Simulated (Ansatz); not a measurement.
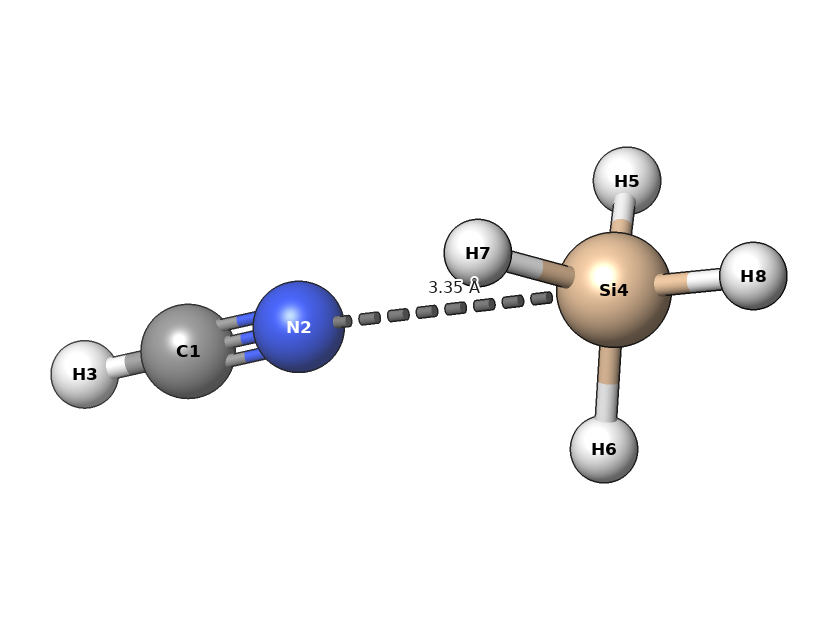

Two molecules or ions; the broken line marks their closest contact (measured against van der Waals radii). Computed geometry: PBE0-D4/def2-TZVP optimisation. Program: Ansatz 0.2.0.

### Which two species are they?

CHN and SiH4 (`C#N.[SiH4]`).

Give the counterpoise-corrected interaction energy (kJ/mol, monomers kept as in the pair) with CCSD(T)/CBS (MP2 limit from def2-TZVPPD and def2-QZVPPD plus CCSD(T) − MP2); HSE06 (plane-wave form)-D4/def2-TZVPPD; B3LYP-D4/def2-TZVPPD; PBE-D4/def2-TZVPPD.

```csv
level,interaction energy (kJ/mol)
CCSD(T)/CBS (MP2 limit from def2-TZVPPD and def2-QZVPPD plus CCSD(T) − MP2),−5.8
HSE06 (plane-wave form)-D4/def2-TZVPPD,−5.6
B3LYP-D4/def2-TZVPPD,−5.0
PBE-D4/def2-TZVPPD,−5.7
```
